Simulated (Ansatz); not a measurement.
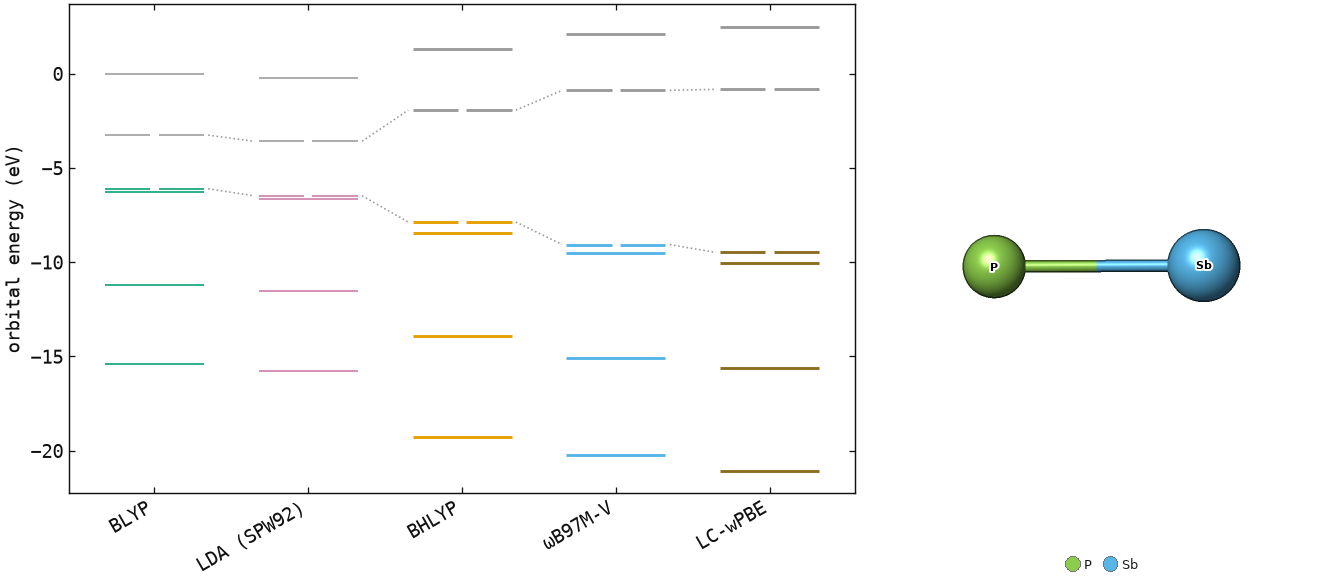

Frontier orbital energies of SbP, singlet at one geometry, def2-TZVPP, the Ansatz code, at a PBE0-D4/def2-TZVP geometry (a minimum by its frequencies). Empty levels are grey, levels within 0.1 eV stand side by side; all columns show the same few orbitals around the gap. Dotted lines join the HOMOs and the LUMOs.

How do the frontier levels move from column to column?

The separation grows from 2.85 eV (BLYP) to 8.65 eV (LC-wPBE).

| level | HOMO (eV) | LUMO (eV) | separation (eV) |
| --- | --- | --- | --- |
| BLYP | −6.11 | −3.26 | 2.85 |
| LDA (SPW92) | −6.48 | −3.59 | 2.89 |
| BHLYP | −7.87 | −1.94 | 5.93 |
| ωB97M-V | −9.07 | −0.89 | 8.18 |
| LC-wPBE | −9.49 | −0.84 | 8.65 |

Caveats, for all or some of the runs: core potentials past krypton; empty levels above zero depend strongly on the basis; spin-orbit coupling is left out, and with Sb it can shift these levels and split any degenerate set.
